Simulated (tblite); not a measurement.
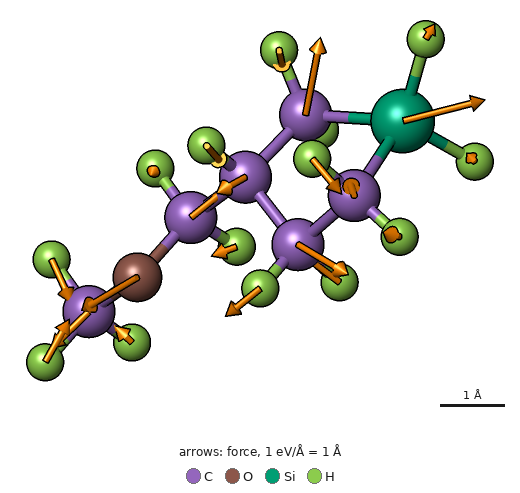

Starting geometry of C6H14OSi with the computed forces as orange arrows. A ball-and-stick model, seen from a free direction.

These are results of GFN2-xTB geometry optimisation, gas phase (tblite), not measurements. 

Question: Is this structure relaxed? If not, where do the atoms go?

Answer: It isn't relaxed: the largest force vector, on O atoms, is 1.36 eV/Å. The final displacements have little in common with the starting forces (cosine between the two patterns 0.18). An H atom moves most after the best rigid fit: 0.84 Å. By element the largest moves are H 0.84 Å, Si 0.32 Å, C 0.22 Å, O 0.18 Å. Near-neighbour distances that change, for instance: C–O 1.380 → 1.410 Å, C–Si 1.875 → 1.905 Å, C–H 1.123 → 1.095 Å, C–C 1.506 → 1.526 Å. Bond angles that change, for instance: H–C–H 115.2° → 106.8°, C–C–Si 96.3° → 104.3°, Si–C–H 106.7° → 114.5°. Groups turn about C–Si by about 20°, C–Si by about 20°. Over 115 geometry steps the energy falls by 51.5 kJ/mol. The run took 1.6 s on 1 thread of Arm Neoverse N1, on a shared host.
